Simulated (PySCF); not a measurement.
C₃H₄FS, doublet, SMILES `CC1(F)[CH]S1`.

Level of theory: B3LYP/def2-SVPD (PySCF), at a geometry from GFN2-xTB. No frequency check shows the geometry to be a minimum. The stability of the open-shell solution wasn't checked. GFN2-xTB bond lengths at metals and heavier atoms can be off by up to 0.1 Å and shapes distorted, which carries into these values. GFN2-xTB doesn't know the spin state, so this open-shell geometry is rough.

Cartesian coordinates (Å):

```
C1       1.4235   -1.0423    0.0321
C2       0.4536    0.0954    0.1360
F3       0.9899    1.2517   -0.3700
C4      -0.5874    0.1792    1.1289
S5      -1.2973   -0.2323   -0.3891
H6       0.9568   -1.9588    0.3801
H7       2.2923   -0.8212    0.6516
H8       1.7531   -1.1662   -0.9977
H9      -0.8936    1.0047    1.7392
```

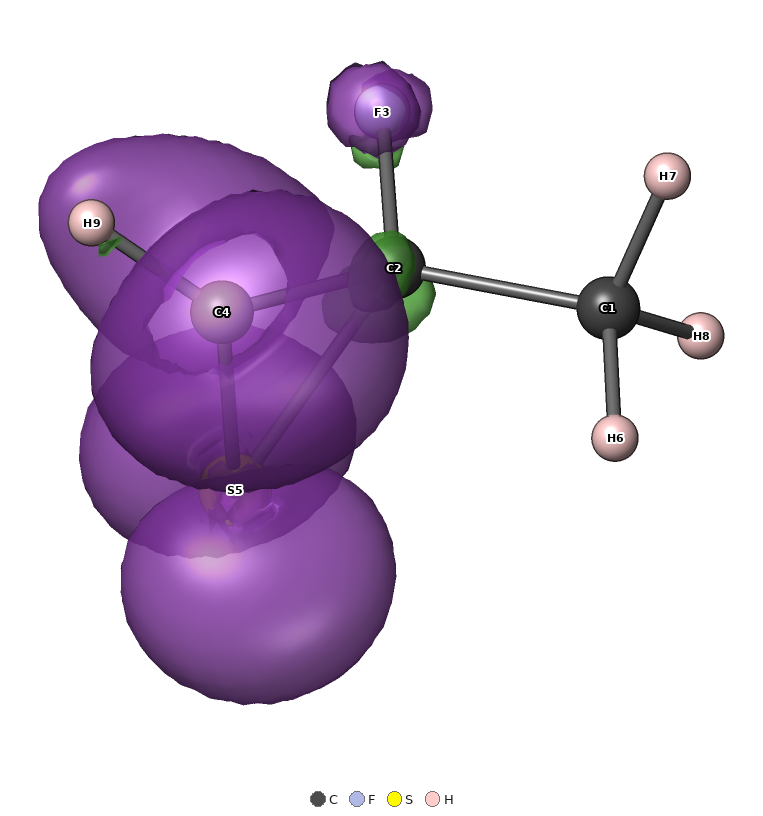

Spin density ρα − ρβ at ±0.02 e/Å³ (purple: excess α, green: excess β).

**Where is the unpaired spin?**

Hirshfeld spin populations: C4 +0.56, S5 +0.34 and H9 +0.04. ⟨S²⟩ = 0.76, against 0.75 for a pure state. The picture also shows regions of β spin from spin polarisation; the Hirshfeld sums, whose atoms overlap, net them against the α spin of neighbours.

The PySCF run took 34 s on 1 thread of Arm Neoverse V2, with other jobs on the host, peak memory 0.55 GiB.
